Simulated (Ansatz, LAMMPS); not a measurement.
# A frame of liquid 62SiO2-17Al2O3-10MgO-10Na2O (mol %) from 2000 K, run at 300 K (94 atoms): a short ab initio trajectory, part 2 of 2

How do the atoms of a frame of liquid 62SiO2-17Al2O3-10MgO-10Na2O (mol %) from 2000 K, run at 300 K (94 atoms) move, and what local order do they keep?

Ansatz 0.2.0; Kohn-Sham DFT, r2SCAN, PAW (set soft_2), plane waves.

The cell: 18 Si, 10 Al, 3 Mg, 6 Na and 57 O. The network of bonds at the start is that of the classical potential that made the cell. The cell was made at 2000 K but the dynamics is set to 300 K: the trajectory isn't one at 2000 K. Sampling is at Γ alone, for a cell whose shortest periodic width is 11 Å.

So far, density (g/cm³): step 4 (local order late in the run) 2.51.

## (5) Single point at the last frame

The last frame is solved once more, with the analyses that the dynamics left out.

Input file input.yaml:

```yaml
crystal:
  lattice:
    - [10.7901, 0.0, 0.0]
    - [0.0, 10.7901, 0.0]
    - [0.0, 0.0, 10.7901]
  atoms:
    - { symbol: Si, position: [0.09825, 0.79199, 0.34137] }
    - { symbol: Si, position: [0.9959, 0.79353, 0.0556] }
    - { symbol: Si, position: [0.06351, 0.59899, 0.68993] }
    - { symbol: Si, position: [0.52663, 0.99739, 0.41045] }
    [... 84 atom lines left out ...]
    - { symbol: O, position: [0.71683, 0.56305, 0.17477] }
    - { symbol: O, position: [0.00173, 0.17673, 0.26253] }
    - { symbol: O, position: [0.94, 0.5934, 0.76494] }
    - { symbol: O, position: [0.89144, 0.68469, 0.11164] }
    - { symbol: O, position: [0.33245, 0.72955, 0.59825] }
    - { symbol: O, position: [0.08259, 0.76168, 0.66756] }
kpoints:
  mp_grid: { grid: [1, 1, 1] }
hamiltonian:
  xc: r2scan
scf:
  occupations: { method: fermi_dirac, width: 0.172 }
output:
  forces: true
  stress: true
  populations: intrinsic
  dos:
    method: { smearing: { sigma: 0.1 } }
    de: 0.1
    projected: { site_lists: { Al: [Al], Mg: [Mg], Na: [Na], O: [O], Si: [Si] } }
  eigenvalues: true
  write_density: true
  write_potential: true
  volumetric_format: npy
  elf: true
```

Run with:

```sh
$ ansatz run input.yaml --threads 4 --pin off --max-ram 8192MiB --backend cpu --events-out ev --progress --plain --runs-dir out
```

Wall time 40 s (4 threads of Arm Neoverse V2, shared host); peak memory 3.4 GiB; 2.6 min of CPU time.

The run gave:

```yaml
free_energy: -64136.0570 eV
free_energy_per_atom: -682.2985 eV/atom
scf_cycles: 9
pressure: -2.198 GPa
r_m_s_force_component: 1.639 eV/Å
longest_force: 8.852 eV/Å
fermi_energy: 5.012 eV
spacing_of_highest_filled_and_lowest_empty_level: 3.38 eV
```

Length of the force by element:

| element | coordination | atoms | mean length of the force (eV/Å) | spread | least | most |
| --- | --- | --- | --- | --- | --- | --- |
| Al | all | 10 | 2.23 | 1.04 | 1.10 | 4.66 |
| Mg | all | 3 | 0.877 | 0.296 | 0.486 | 1.20 |
| Na | all | 6 | 0.943 | 0.494 | 0.457 | 1.96 |
| O | all | 57 | 2.11 | 1.33 | 0.293 | 6.88 |
| Si | all | 18 | 3.90 | 1.81 | 0.684 | 8.85 |

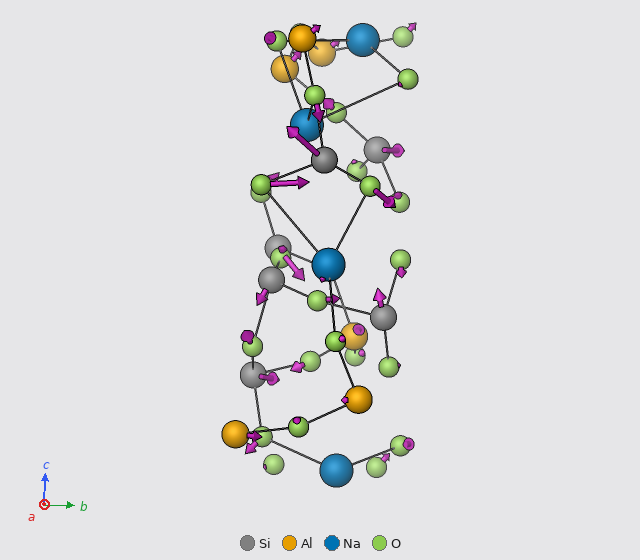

Forces as arrows; the longest in the cell is 8.85 eV/Å. Drawn is a slice 4 Å thick, seen at a slant to the ac plane. Bonds to atoms that aren't drawn are left out.

Intrinsic-atomic-orbital charges by element:

| element | coordination | atoms | mean charge (e) | spread | least | most |
| --- | --- | --- | --- | --- | --- | --- |
| Al | all | 10 | 1.38 | 0.0339 | 1.32 | 1.44 |
| Mg | all | 3 | 1.67 | 0.0069 | 1.66 | 1.68 |
| Na | all | 6 | 0.838 | 0.0249 | 0.789 | 0.866 |
| O | all | 57 | -0.972 | 0.0775 | -1.18 | -0.855 |
| Si | all | 18 | 1.75 | 0.0413 | 1.68 | 1.81 |

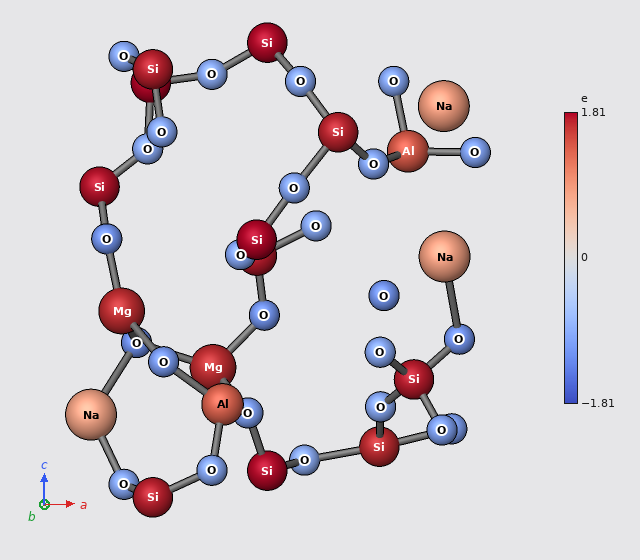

Atoms coloured by intrinsic-atomic-orbital charge. Drawn is a slice 4 Å thick, seen along the normal of the ac plane. Bonds to atoms that aren't drawn are left out.

Density of states as counts of states in windows of 1 eV (from the Fermi level), total and the larger projections:

| from (eV) | to (eV) | total | O p | Si p |
| --- | --- | --- | --- | --- |
| -10 | -9 | 16.2 | 11.9 | 1.6 |
| -9 | -8 | 21.6 | 16.3 | 2.2 |
| -8 | -7 | 31.9 | 25.0 | 3.7 |
| -7 | -6 | 40.9 | 33.9 | 3.0 |
| -6 | -5 | 51.0 | 44.5 | 2.0 |
| -5 | -4 | 63.8 | 58.8 | 1.4 |
| -4 | -3 | 55.8 | 52.5 | 0.9 |
| -3 | -2 | 38.9 | 37.1 | 0.5 |
| -2 | -1 | 6.0 | 5.8 | 0.1 |
| -1 | 1 | 0.0 | 0.0 | 0.0 |
| 1 | 2 | 2.0 | 0.1 | 0.0 |
| 2 | 3 | 2.5 | 0.4 | 0.2 |
| 3 | 4 | 7.7 | 1.0 | 0.8 |
| 4 | 5 | 15.9 | 1.9 | 2.1 |

Between -26 and -10 eV lie 166 more states.

The stored curve holds about 492 of the 528 electrons; the rest, give or take the few that broadening carries across the Fermi level, lie in deeper levels below its range.

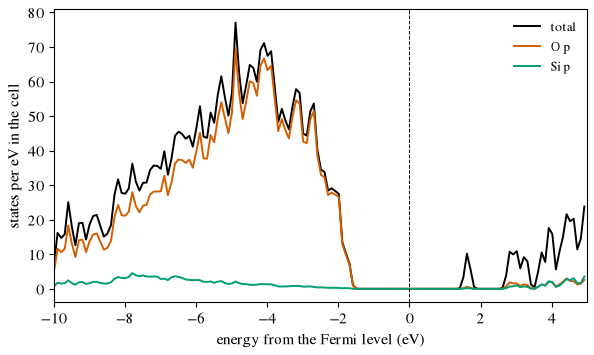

Total and projected density of states, with the broadening of the input.

The levels nearest the highest filled one (over half full), pooled over k-points and spins:

| level less the highest filled one (eV) | occupation |
| --- | --- |
| -0.46 | 2 |
| -0.398 | 2 |
| -0.321 | 2 |
| -0.231 | 2 |
| -0.217 | 2 |
| 0 | 2 |
| 3.38 | 0 |
| 4.57 | 0 |
| 4.76 | 0 |
| 5.01 | 0 |
| 5.46 | 0 |
| 5.69 | 0 |

Mean intrinsic-atomic-orbital charges: Al +1.38, Mg +1.67, Na +0.84, O -0.97, Si +1.75 e.

## (6) Summary of results

| Property | Result |
| --- | --- |
| mean temperature, second half | 1135 K |
| temperature swing, second half | 86.89 K |
| slope of the conserved energy against time, by least squares | -3.255 meV/atom/ps |
| free energy per atom | -682.2985 eV/atom |
| pressure | -2.198 GPa |
| r.m.s. force component | 1.639 eV/Å |
| gap (highest filled to lowest empty level) | 3.38 eV |
| wall time of the 3 DFT runs | 33 min |

What this shows: Over the second half of 100 fs the temperature averages 1135 K, falling from about 1205 to 1026 K (means over the first and last quarter of that half). The conserved energy stays within 1.10 meV/atom. The mean temperature of 1135 K lies well off the 300 K of the input, so the thermostat hasn't yet brought the run to equilibrium. The run spans 0.10 ps, too short for its means to be equilibrium values. 72 % of the oxygens bridge two formers (Si and Al) and 14 % are non-bridging; 14 % join three. Between filled and empty levels lie 3.38 eV (at Γ alone); a semilocal functional tends to put such gaps too low. In a disordered cell it changes from sample to sample and from frame to frame.

Caveats: The pressure of -2.2 GPa is that of one thermal frame at a volume set beforehand, without the kinetic term.

[Logs are printed without paths, hosts, clocks, repeated set-up lines and the standing remarks that a program may print on its own settings, such as how far it seeks lower states.]

[Hosts, paths, dates, database ids (printed as entryN), source tags and the programs' standing remarks are cut or masked in the printed files.]
